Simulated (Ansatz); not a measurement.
# HCl on NbGa3(110): molecular dynamics

The plan is to shoot the molecule at the surface and see whether it bounces, sticks or breaks. Runs: 200 steps of 0.5 fs at constant energy. The slab cell is 1×1, and the molecule starts well above it. It comes in with 0.4 eV at 20° from the normal, on a surface at rest.

All numbers below are computed with Ansatz 0.2.0 (DFT PBE+D3(BJ), plane waves, PAW, scalar-relativistic, no spin polarisation).

## 1. The structure to begin with

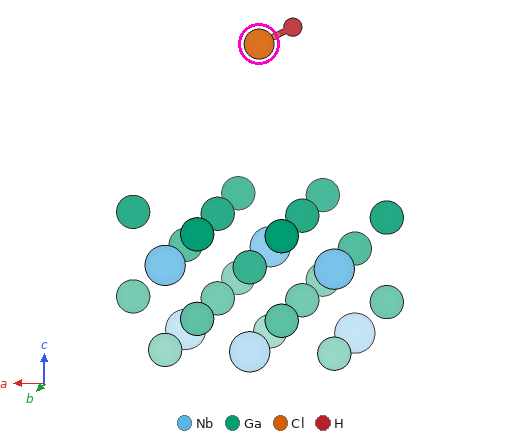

The starting structure, seen from the side, slightly above the surface (niobium blue, gallium teal, chlorine orange, hydrogen red). Each atom of the cell is drawn once, at one copy chosen for all pictures, so bonds across the cell's faces may be missing, with copies of the slab's atoms added to fill out the patch; deeper layers are paler. Ringed: Cl17.

Coordinates:

```xyz
18
Lattice="5.3641 0.0000 0.0000 0.0000 8.7049 0.0000 0.0000 0.0000 17.0231" Properties=species:S:1:pos:R:3 pbc="T T T"
Nb    0.0000    0.0000    1.0000
Ga    2.6821    0.0000    1.0000
Ga    4.0231    6.5287    2.3410
Ga    1.3410    6.5287    2.3410
Nb    2.6821    4.3525    1.0000
Ga    0.0000    4.3525    1.0000
Ga    1.3410    2.1762    2.3410
Ga    4.0231    2.1762    2.3410
Nb    2.6821    0.0000    3.6821
Ga    5.3641    0.0000    3.6821
Ga    1.3410    6.5287    5.0231
Ga    4.0231    6.5287    5.0231
Nb    5.3641    4.3525    3.6821
Ga    2.6821    4.3525    3.6821
Ga    4.0231    2.1762    5.0231
Ga    1.3410    2.1762    5.0231
Cl    0.0172    6.5968   10.4479
H    -0.9437    5.8780   10.8979
```

## 2. Dynamics

200 steps of 0.5 fs at constant energy.

input.yaml reads:

```yaml
accuracy: low
crystal:
  lattice:
    - [5.364112, 0.0, 0.0]
    - [0.0, 8.7049, 0.0]
    - [0.0, 0.0, 17.023084]
  atoms:
    - { symbol: Nb, position: [0.0, 0.0, 0.0587438] }
    - { symbol: Ga, position: [0.5, 0.0, 0.0587438] }
    - { symbol: Ga, position: [0.75, 0.75, 0.1375208] }
    - { symbol: Ga, position: [0.25, 0.75, 0.1375208] }
    - { symbol: Nb, position: [0.5, 0.5, 0.0587438] }
    - { symbol: Ga, position: [0.0, 0.5, 0.0587438] }
    - { symbol: Ga, position: [0.25, 0.25, 0.1375208] }
    - { symbol: Ga, position: [0.75, 0.25, 0.1375208] }
    - { symbol: Nb, position: [0.5, 0.0, 0.2162978] }
    - { symbol: Ga, position: [1.0, 0.0, 0.2162978] }
    - { symbol: Ga, position: [0.25, 0.75, 0.2950749] }
    - { symbol: Ga, position: [0.75, 0.75, 0.2950749] }
    - { symbol: Nb, position: [1.0, 0.5, 0.2162978] }
    - { symbol: Ga, position: [0.5, 0.5, 0.2162978] }
    - { symbol: Ga, position: [0.75, 0.25, 0.2950749] }
    - { symbol: Ga, position: [0.25, 0.25, 0.2950749] }
    - { symbol: Cl, position: [0.0032065, 0.7578244, 0.6137496] }
    - { symbol: H, position: [-0.1759281, 0.6752501, 0.6401843] }
basis:
  ecutwfc: 420.0
kpoints:
  mp_grid: { grid: [3, 2, 1] }
hamiltonian:
  xc: pbe
  dispersion: d3bj
scf:
  occupations: { method: fermi_dirac, width: 0.1 }
  lower_state_search: "off"
  max_iter: 67
md:
  timestep: 0.5
  n_steps: 200
  ensemble: nve
  initial_velocities: zero
  seed: 175990
  initial_site_velocities:
    - { site: 16, velocity: [0.004977, 0.0, -0.013673] }
    - { site: 17, velocity: [0.004977, 0.0, -0.013673] }
  constraints: [{ sites: [0, 1, 4, 5] }]
```

The run is started by

```
$ ansatz run input.yaml --threads 4 --pin off --max-ram 10240MiB --backend cpu --events-out ev --progress --plain --runs-dir out
```

Log, shortened:

```text
Warning: md: disabling space-group detection — thermal motion breaks the input geometry's symmetry, so no spatial operation reduces the k-mesh or symmetrises the density; time reversal is kept, so that k and −k are solved as one point where they differ and the mesh holds both, and exact [...]
Warning: RAYON_NUM_THREADS=4 ignored (pool sized by the plan → 4); use --threads N
[...]
Pseudopotentials: kind: paw
Pseudopotential: Nb, paw, valence charge 13, recommended cutoff 420 eV (normal), Nb.paw.azcp
Pseudopotential: Ga, paw, valence charge 13, recommended cutoff 420 eV (normal), Ga.paw.azcp
Pseudopotential: Cl, paw, valence charge 7, recommended cutoff 420 eV (normal), Cl.paw.azcp
Pseudopotential: H, paw, valence charge 1, recommended cutoff 420 eV (normal), H.paw.azcp
Functional definition: PBE
[...]
Crystal: 18 atoms, lattice volume = 794.877 Å³
Basis set: ecut = 420 eV, 15513 PW (Γ), exchange–correlation on 72×120×240 points (8 copies of the dense FFT grid, shifted against one another)
Bands: 130, of which v1, the nominal top of the filled ones, is band 108 counted from 1 (107 counted from 0)
Symmetry: 1 space group operations
k-points: 4 of 6 (time reversal used)
[...]
SCF iter   1: F=—  HF=-64701.569600 eV  |F-HF|=—  |Δ(HF+E_count)|=         —  Δρ=3.19e-3  dr2=3.26e-1  ethr=1.77e-3  ⟨swp⟩=8.0  Hψ=2127  notcnv=0  defer=1
[...]
md step     0: t =     0.00 fs  T =   221.0 K  F+E_penalty+E_count = -64701.55863511 eV  E_kin = 0.400006 eV  conserved = -64701.15862918 eV  (10 SCF iters)
[...]
md step     8: t =     4.00 fs  T =   227.1 K  F+E_penalty+E_count = -64701.56952411 eV  E_kin = 0.410883 eV  conserved = -64701.15864142 eV  (3 SCF iters, 3 dispersion substeps)
[...]
md step    16: t =     8.00 fs  T =   242.7 K  F+E_penalty+E_count = -64701.59791200 eV  E_kin = 0.439266 eV  conserved = -64701.15864624 eV  (3 SCF iters, 3 dispersion substeps)
[...]
md step    24: t =    12.00 fs  T =   267.2 K  F+E_penalty+E_count = -64701.64209176 eV  E_kin = 0.483458 eV  conserved = -64701.15863414 eV  (2 SCF iters, 3 dispersion substeps)
[...]
md step    32: t =    16.00 fs  T =   300.3 K  F+E_penalty+E_count = -64701.70214841 eV  E_kin = 0.543505 eV  conserved = -64701.15864296 eV  (4 SCF iters, 3 dispersion substeps)
md step    33: t =    16.50 fs  T =   304.8 K  F+E_penalty+E_count = -64701.71030491 eV  E_kin = 0.551666 eV  conserved = -64701.15863927 eV  (3 SCF iters, 3 dispersion substeps)
```

## 3. The log goes on: dynamics from the start

Output, continued, shortened:

```text
md step    34: t =    17.00 fs  T =   309.5 K  F+E_penalty+E_count = -64701.71873181 eV  E_kin = 0.560095 eV  conserved = -64701.15863717 eV  (3 SCF iters, 3 dispersion substeps)
[...]
md step    54: t =    27.00 fs  T =   420.4 K  F+E_penalty+E_count = -64701.91951717 eV  E_kin = 0.760859 eV  conserved = -64701.15865773 eV  (3 SCF iters, 3 dispersion substeps)
[...]
md step    74: t =    37.00 fs  T =   539.3 K  F+E_penalty+E_count = -64702.13467087 eV  E_kin = 0.975999 eV  conserved = -64701.15867188 eV  (3 SCF iters, 3 dispersion substeps)
[...]
md step    94: t =    47.00 fs  T =   634.0 K  F+E_penalty+E_count = -64702.30596722 eV  E_kin = 1.147302 eV  conserved = -64701.15866539 eV  (2 SCF iters, 3 dispersion substeps)
[...]
SCF converged after 6 iterations
Free energy (F): -64702.221227 eV
[...]
E sigma→0 (E₀):  -64702.069941 eV
Entropy (-TS):   -0.302572 eV (-16.810 meV/atom)
Fermi energy:    2.000315 eV
[...]
--- Forces (eV/Å), atoms counted from 1 ---
  atom   1  Nb     0.00015574    -0.00303797     1.25901081
  atom   2  Ga     0.00073051    -0.00126748    -0.23003979
  atom   3  Ga     0.00035007     0.00037246     0.31355656
  atom   4  Ga    -0.00039555     0.00038131     0.30716586
  atom   5  Nb    -0.00047124     0.00189811     1.25681851
  atom   6  Ga    -0.00097797     0.00122035    -0.22847407
  atom   7  Ga    -0.00016415    -0.00019931     0.30680226
  atom   8  Ga     0.00029262    -0.00018789     0.30676205
[...]
--- MD trajectory: 200 steps, t = 0.0 → 100.0 fs ---
  final state: T = 587.2 K   F+E_penalty+E_count = -64702.22122697 eV   E_kin = 1.062575 eV
  conserved energy: peak-to-peak 5.064e-5 eV (2.813e-6 eV/atom) over 100.0 fs
```

Run time: 32 min. Hardware: 4 threads of Arm Neoverse V1, shared host; peak memory 2.2 GiB.

## 4. What the atoms did

The trajectory, every 15 steps (energies from step 0); msd is the mean square displacement from the start, of the atoms that may move:

```tsv
time (fs)	T (K)	potential energy change (meV/atom)	total energy change (meV/atom)	height over the top layer (Å)	msd H (Å²)	msd Cl (Å²)	msd Ga (Å²)	msd Nb (Å²)
0.0	221	0.0	0.00	5.44	0.000	0.000	0.000	0.000
7.5	240	-1.9	0.00	5.33	0.011	0.012	0.000	0.000
15.0	292	-7.1	0.00	5.23	0.048	0.048	0.000	0.000
22.5	367	-14.7	0.00	5.13	0.116	0.108	0.001	0.001
30.0	457	-23.7	0.00	5.02	0.205	0.193	0.002	0.004
37.5	545	-32.6	0.00	4.92	0.339	0.302	0.005	0.008
45.0	618	-39.9	0.00	4.82	0.512	0.435	0.009	0.014
52.5	668	-44.9	0.00	4.71	0.715	0.595	0.015	0.023
60.0	690	-47.2	0.00	4.60	0.988	0.779	0.024	0.033
67.5	688	-47.0	0.00	4.50	1.316	0.989	0.036	0.044
75.0	668	-45.0	0.00	4.39	1.703	1.226	0.049	0.053
82.5	641	-42.2	0.00	4.28	2.196	1.488	0.065	0.059
90.0	613	-39.4	0.00	4.17	2.774	1.777	0.083	0.061
97.5	591	-37.2	0.00	4.06	3.469	2.094	0.102	0.059
100.0	587	-36.8	0.00	4.03	3.734	2.205	0.108	0.057
```

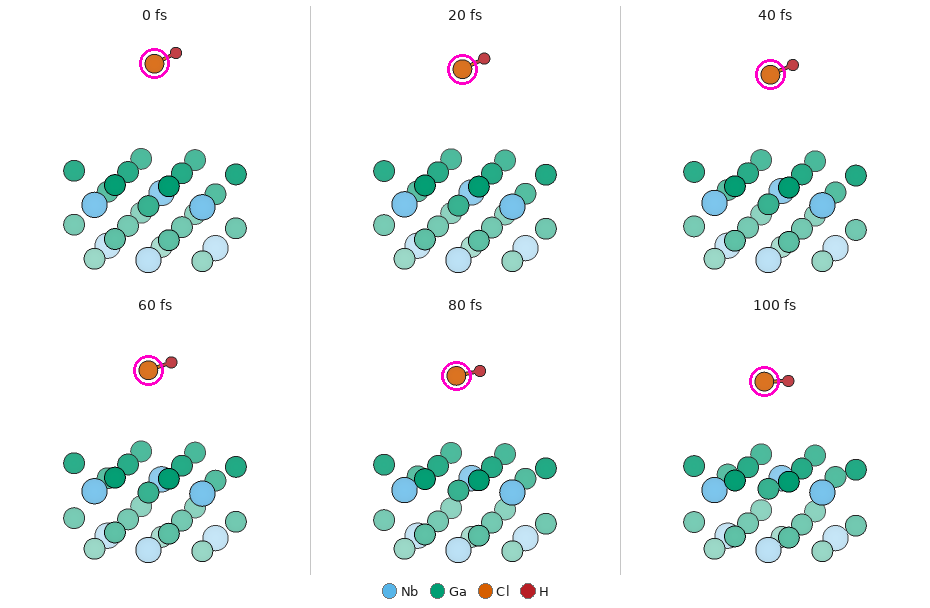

The system at six times, viewed from the side, slightly above the surface. Each atom of the cell is drawn once, at one copy chosen for all pictures, so bonds across the cell's faces may be missing, with copies of the slab's atoms added to fill out the patch; deeper layers are paler. Atoms are followed across the cell's faces. Sticks are the contacts of the first frame, kept unless stretched by 40 %.

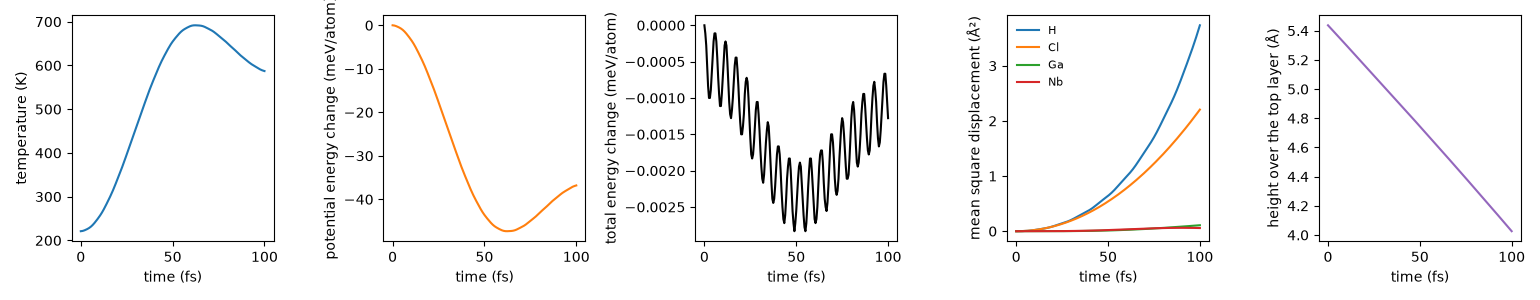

Time series of the run, each on its own scale.

## 5. Frames from the trajectory

Positions (Å) and forces (eV/Å):

```xyz
18
Lattice="5.364 0.000 0.000 0.000 8.705 0.000 0.000 0.000 17.023" Properties=species:S:1:pos:R:3:forces:R:3 pbc="T T T" time_fs=16.5 T=305 dE=-0.1517
Nb    0.000    0.000    1.000    0.000    0.000    1.340
Ga    2.682    0.000    1.000    0.000    0.000   -0.724
Ga    4.023    6.529    2.326    0.000    0.000   -0.753
Ga    1.341    6.529    2.326    0.000    0.000   -0.753
Nb    2.682    4.352    1.000    0.000    0.000    1.343
Ga    0.000    4.352    1.000    0.000    0.000   -0.724
Ga    1.341    2.176    2.326    0.000    0.000   -0.752
Ga    4.023    2.176    2.326    0.000    0.000   -0.752
Nb    2.682    0.000    3.701    0.000   -0.002    1.187
Ga    5.364    0.000    3.698    0.000    0.000    0.792
Ga    1.341    6.529    5.013   -0.001   -0.001   -0.535
Ga    4.023    6.529    5.013    0.001    0.000   -0.535
Nb    5.364    4.353    3.701    0.000    0.003    1.188
Ga    2.682    4.353    3.698    0.000    0.000    0.791
Ga    4.023    2.176    5.013    0.000    0.000   -0.544
Ga    1.341    2.176    5.013    0.000    0.000   -0.543
Cl    0.100    6.597   10.222   -0.154   -0.120    0.055
H    -0.879    5.873   10.668    0.155    0.120   -0.081
18
Lattice="5.364 0.000 0.000 0.000 8.705 0.000 0.000 0.000 17.023" Properties=species:S:1:pos:R:3:forces:R:3 pbc="T T T" time_fs=33.5 T=499 dE=-0.5024
Nb    0.000    0.000    1.000    0.000    0.000    1.456
Ga    2.682    0.000    1.000    0.000    0.000   -0.544
Ga    4.023    6.529    2.281    0.000    0.000   -0.580
Ga    1.341    6.529    2.281    0.000    0.000   -0.580
Nb    2.682    4.352    1.000    0.000    0.000    1.457
Ga    0.000    4.352    1.000    0.000    0.000   -0.544
Ga    1.341    2.176    2.281    0.000    0.000   -0.580
Ga    4.023    2.176    2.281    0.000    0.000   -0.580
Nb    2.682    0.000    3.755    0.000   -0.001    0.614
Ga    5.364    0.000    3.746    0.000   -0.001    0.550
Ga    1.341    6.529    4.981   -0.001   -0.001   -0.446
Ga    4.023    6.529    4.981    0.001    0.000   -0.446
Nb    5.364    4.353    3.755    0.000    0.001    0.614
Ga    2.682    4.353    3.746    0.000    0.001    0.549
Ga    4.023    2.176    4.981    0.000    0.000   -0.454
Ga    1.341    2.176    4.981    0.000    0.000   -0.454
Cl    0.185    6.597    9.987    0.154    0.108   -0.085
H    -0.803    5.889   10.400   -0.154   -0.107    0.052
18
Lattice="5.364 0.000 0.000 0.000 8.705 0.000 0.000 0.000 17.023" Properties=species:S:1:pos:R:3:forces:R:3 pbc="T T T" time_fs=50.0 T=655 dE=-0.7845
Nb    0.000    0.000    1.000    0.000    0.000    1.537
Ga    2.682    0.000    1.000    0.000    0.000   -0.364
Ga    4.023    6.529    2.216    0.000    0.000   -0.340
Ga    1.341    6.529    2.216    0.000    0.000   -0.341
Nb    2.682    4.352    1.000    0.000    0.000    1.538
Ga    0.000    4.352    1.000    0.000    0.000   -0.364
Ga    1.341    2.176    2.216    0.000    0.000   -0.343
Ga    4.023    2.176    2.216    0.000    0.000   -0.342
Nb    2.682    0.000    3.824    0.000   -0.001   -0.193
Ga    5.364    0.000    3.813    0.000   -0.002    0.262
Ga    1.341    6.529    4.934    0.000    0.000   -0.265
Ga    4.023    6.529    4.934    0.000    0.000   -0.267
Nb    5.364    4.353    3.824   -0.001    0.000   -0.193
Ga    2.682    4.353    3.813    0.000    0.002    0.261
Ga    4.023    2.176    4.932    0.000    0.000   -0.273
Ga    1.341    2.176    4.932    0.000    0.000   -0.273
Cl    0.268    6.597    9.758   -0.091   -0.062    0.007
H    -0.757    5.895   10.119    0.092    0.064   -0.047
18
Lattice="5.364 0.000 0.000 0.000 8.705 0.000 0.000 0.000 17.023" Properties=species:S:1:pos:R:3:forces:R:3 pbc="T T T" time_fs=66.5 T=690 dE=-0.8482
Nb    0.000    0.000    1.000    0.000   -0.001    1.538
Ga    2.682    0.000    1.000    0.000    0.000   -0.254
Ga    4.023    6.529    2.137    0.000    0.000   -0.102
Ga    1.341    6.529    2.137    0.000    0.000   -0.104
Nb    2.682    4.352    1.000    0.000    0.000    1.538
Ga    0.000    4.352    1.000    0.000    0.000   -0.254
Ga    1.341    2.176    2.137    0.000    0.000   -0.106
Ga    4.023    2.176    2.137    0.000    0.000   -0.106
Nb    2.682    0.000    3.888    0.000   -0.001   -0.959
Ga    5.364    0.000    3.890    0.000   -0.003    0.020
Ga    1.341    6.529    4.876    0.001    0.001   -0.051
Ga    4.023    6.529    4.876   -0.001    0.001   -0.055
Nb    5.364    4.353    3.888   -0.001   -0.002   -0.959
Ga    2.682    4.353    3.890    0.000    0.003    0.018
Ga    4.023    2.176    4.874    0.000    0.000   -0.059
Ga    1.341    2.176    4.874    0.000    0.000   -0.058
Cl    0.351    6.596    9.527    0.011    0.011   -0.033
H    -0.703    5.907    9.800   -0.009   -0.010   -0.014
18
Lattice="5.364 0.000 0.000 0.000 8.705 0.000 0.000 0.000 17.023" Properties=species:S:1:pos:R:3:forces:R:3 pbc="T T T" time_fs=83.5 T=637 dE=-0.7524
Nb    0.000    0.000    1.000    0.000   -0.002    1.439
Ga    2.682    0.000    1.000    0.000   -0.001   -0.222
Ga    4.023    6.529    2.053    0.000    0.000    0.119
Ga    1.341    6.529    2.053    0.000    0.000    0.116
Nb    2.682    4.352    1.000    0.000    0.001    1.438
Ga    0.000    4.352    1.000   -0.001    0.000   -0.221
Ga    1.341    2.176    2.052    0.000    0.000    0.114
Ga    4.023    2.176    2.052    0.000    0.000    0.114
Nb    2.682   -0.001    3.926    0.000   -0.001   -1.470
Ga    5.364    0.000    3.970    0.001   -0.004   -0.140
Ga    1.341    6.529    4.815    0.002    0.002    0.100
Ga    4.024    6.529    4.815   -0.002    0.001    0.093
Nb    5.364    4.353    3.926   -0.002   -0.002   -1.469
Ga    2.682    4.353    3.970   -0.001    0.004   -0.141
Ga    4.023    2.176    4.811   -0.001    0.000    0.092
Ga    1.341    2.176    4.811    0.000    0.000    0.093
Cl    0.437    6.597    9.286    0.013    0.016   -0.036
H    -0.646    5.910    9.423   -0.010   -0.015   -0.019
18
Lattice="5.364 0.000 0.000 0.000 8.705 0.000 0.000 0.000 17.023" Properties=species:S:1:pos:R:3:forces:R:3 pbc="T T T" time_fs=100.0 T=587 dE=-0.6626
Nb    0.000    0.000    1.000    0.000   -0.003    1.259
Ga    2.682    0.000    1.000    0.001   -0.001   -0.230
Ga    4.023    6.529    1.975    0.000    0.000    0.314
Ga    1.341    6.529    1.975    0.000    0.000    0.307
Nb    2.682    4.352    1.000   -0.001    0.002    1.257
Ga    0.000    4.352    1.000   -0.001    0.001   -0.229
Ga    1.341    2.176    1.974    0.000    0.000    0.307
Ga    4.023    2.176    1.974    0.000    0.000    0.307
Nb    2.682   -0.001    3.921    0.002   -0.001   -1.642
Ga    5.364   -0.001    4.043    0.002   -0.004   -0.251
Ga    1.341    6.529    4.759    0.002    0.001    0.147
Ga    4.024    6.529    4.758   -0.003    0.000    0.135
Nb    5.364    4.353    3.921   -0.003    0.000   -1.638
Ga    2.682    4.353    4.042   -0.002    0.003   -0.252
Ga    4.023    2.176    4.753    0.000    0.001    0.137
Ga    1.341    2.176    4.754    0.000    0.000    0.137
Cl    0.520    6.598    9.050   -0.121   -0.066   -0.043
H    -0.572    5.904    9.002    0.125    0.067   -0.022
```

## 6. Results

| quantity | value |
| --- | --- |
| lowest height of the centre of mass | 4.03 Å over the top layer's first level, at 100.0 fs |
| shortest distance to a slab atom | 4.36 Å |
| length | 200 steps of 0.5 fs |
| temperature, first and last step | 221 and 587 K |
| temperature, second half | mean 652 K, from 587 to 692 K |
| potential energy, second half | -43 meV/atom from the start |
| largest change of the total energy | 0.00 meV/atom |
| mean square displacement, second half | H 1.9, Cl 1.3, Ga 0.053, Nb 0.048 Å² |

What this shows: The molecule's centre of mass comes down from 5.44 Å to 4.03 Å and is still falling when the run ends, so its fate is open. Its shortest distance to a slab atom is 4.36 Å. The total energy strays from its start by at most 0.00 meV/atom, under 0.1 % of the mean kinetic energy, so a step of 0.5 fs is short enough over this time. The atom that moves most swings out by 1.93 Å (the median distance to the nearest neighbour, bonds to H left out, is 2.68 Å), and none ends a neighbour distance from its start. The printed temperature only measures the kinetic energy here. Kinetic energy grows to 1.0 eV on average, more than the molecule brought: the slab or molecule was not relaxed and heats itself. The run is too short to decide the outcome. A run of 100 fs with 18 atoms shows the motion but fixes no equilibrium value. The nuclei move classically, without zero-point motion, which matters most for hydrogen. Accuracy level and mesh were kept low to afford the steps.
